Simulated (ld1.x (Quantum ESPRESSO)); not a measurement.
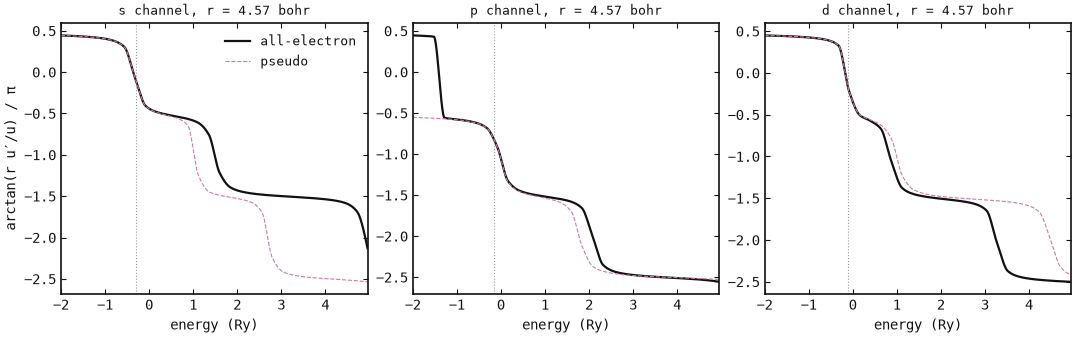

Unwrapped phase arctan(r u′/u) in units of π against energy, all-electron (solid) and pseudo (dashed); the pseudo phase is matched to the all-electron one at the reference energy. Here u = r R(r). A near-vertical step is a level narrower than the spacing of the points behind the curves. The dotted line marks the reference energy of the channel.

Input of ld1.x (Quantum ESPRESSO) 7.5:

```
 &input
   title='Rb', zed=37., rel=1, dft='PBESOL', iswitch=3,
   config='[Kr] 4d0 5s0.5 5p0',
   nld=3, rlderiv=4.55, eminld=-2.0, emaxld=5.0, deld=0.02
 /
 &inputp
   pseudotype=2, tm=.true., lloc=0,
   nlcc=.true., new_core_ps=.true., rcore=2.15,
   file_pseudopw='Rb.UPF', file_wfcaegen='ae.wfc', file_wfcncgen='nc.wfc', file_beta='beta', file_chi='chi'
 /
3
5P  2  1   0.00   0.00  3.55  3.55  0.0
4D  3  2   0.00   0.00  4.20  4.20  0.0
5S  1  0   0.50   0.00  3.20  3.20  0.0
 &test
   configts(1)='4d0 5s0.5 5p0'
 /
```

Command:
```bash
ld1.x < Rb.in > Rb.out
```

Functional and relativity: PBEsol, scalar-relativistic.

### Give the range of good agreement (0.05 rad in phase) for each channel.

s: up to about 0.6 Ry; p: between about -1.3 and 0.9 Ry; d: up to about 0.5 Ry.

### What does the plot say about ghosts?

Going away from the reference energies, the phases part by more than π/2 in: s at about 1.1 Ry (above its reference energy, pseudo phase lower); p at about -1.4 Ry (below its reference energy, pseudo phase lower, at the 4p core level, which only the all-electron atom has); d at about 3.3 Ry (above its reference energy, pseudo phase higher). Such a step is either a state that only one of the two atoms has or an ordinary level shifted in energy. The separate test gives: ghost state below the valence levels: p at -222.5 eV. The bound ghosts lie below the range of the plot.
